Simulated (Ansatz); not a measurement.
**CH$_{6}$AlN: density, localisation and related maps**

The calculation's input:

```
crystal:
  periodic: [false, false, false]
  atoms:
    - { symbol: Al, position_ang: [-0.4783, -0.15834, -0.270488] }
    - { symbol: "N", position_ang: [-0.36387, -1.545794, 0.961946] }
    - { symbol: H, position_ang: [-1.752828, -0.812492, -0.807363] }
    - { symbol: C, position_ang: [0.672346, 1.393979, -0.57321] }
    - { symbol: H, position_ang: [-1.10642, -2.243441, 0.904919] }
    - { symbol: H, position_ang: [0.291998, -1.78292, 1.708762] }
    - { symbol: H, position_ang: [1.36554, 1.226827, -1.423171] }
    - { symbol: H, position_ang: [1.293179, 1.62442, 0.316055] }
    - { symbol: H, position_ang: [0.078056, 2.297761, -0.817449] }
magnetization:
  spin_polarized: true
basis:
  gaussian: { orbitals: def2-SVPD }
hamiltonian:
  xc: pbe
relax:
  f_tol: 0.03
  max_steps: 50
output:
  orbitals: {}
```

Run with:

```sh
ansatz run input.yaml --threads 4 --pin off --max-ram 5120MiB --backend cpu --events-out ev --progress --plain --runs-dir out
```

The fields are those of the run's last geometry, not of the input's.

All numbers below come from UKS PBE/def2-SVPD (Ansatz 0.2.0).

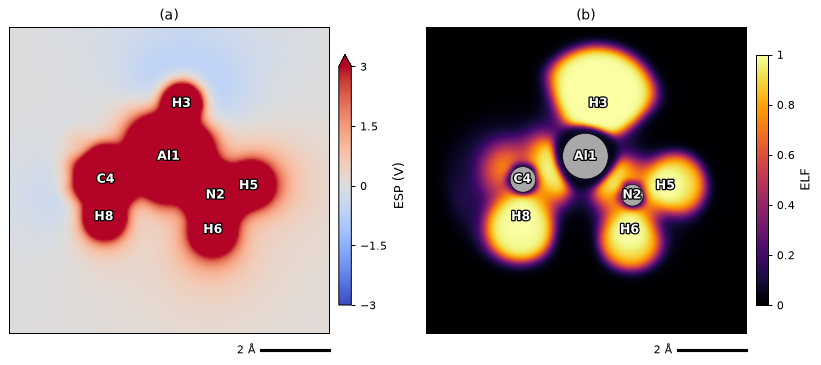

Figure 1. (a) electrostatic potential; (b) ELF on the plane of atoms N2, Al1 and H3. Grey discs cover the atomic cores in the ELF map.

> Interpret the plot.

Atoms in the plane: Al, N, H and C.
Al–N (1.80 Å): the ELF peaks at about 0.90 in the valence shell of N, 0.7 Å from its nucleus, and is about 0.60 at the midpoint.
C–Al (1.96 Å): the ELF peaks at about 0.95 between the atoms (a shared but strongly polarised pair).
N–H (1.02 Å): the ELF climbs to about 1 towards the hydrogen, as it does in any bond to H; a covalent bond by its length.
C–H (1.11 Å): the ELF climbs to about 1 towards the hydrogen (a covalent bond by its length).
Al–H (1.60 Å): the ELF climbs to about 1 towards the hydrogen.
Outside the dense part of the molecule the potential is most negative (−0.6 V) near H3.

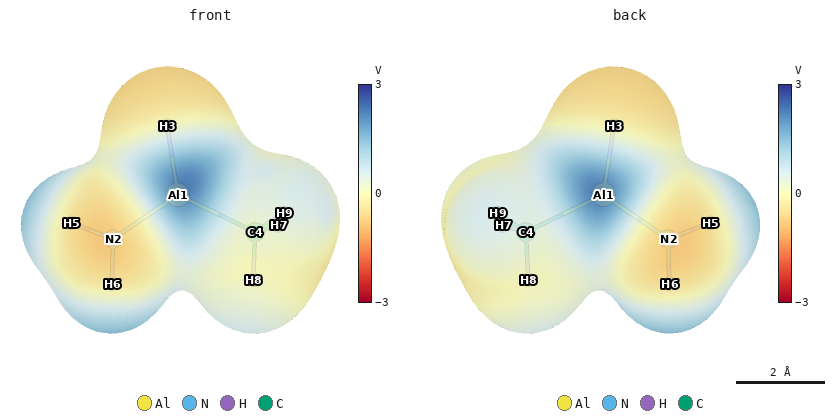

Figure 2. The electrostatic potential painted on the density surface at 0.002 e/bohr³, seen from the front and from behind; the colour scale runs from red (negative) to blue (positive).

> Which sites attract a positive test charge, and which a negative one?

A positive charge is drawn to the negative regions and a negative charge to the positive ones. The most negative region (about −0.8 V) lies over N2, the most positive (about +2.2 V) over Al1.

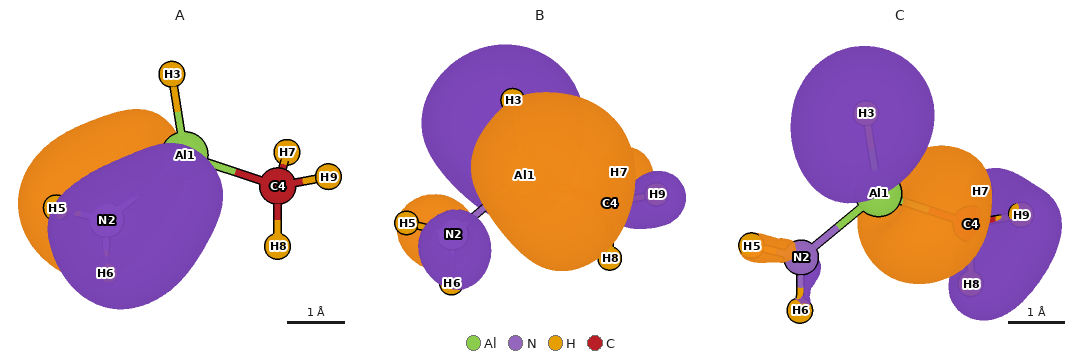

Figure 3. Three frontier orbitals at ±0.08 Å⁻³ᐟ² (orange and purple are the two phases), in no order.

> Which picture is the HOMO−1, the HOMO and the LUMO?

C is the HOMO−1 (−6.69 eV). Its weight (Hirshfeld) is mainly on C4 (about 35 %), Al1 (about 25 %) and H3 (about 25 %). A is the HOMO (−6.02 eV). It lies mainly on N2 (about 70 %) and Al1 (about 15 %); largely a lone pair of N2. B is the LUMO (−1.01 eV). It lies mainly on Al1 (about 70 %), N2 (about 10 %), H3 (about 5 %) and C4 (about 5 %).

> What is the HOMO–LUMO gap?

5.01 eV between the orbital energies.
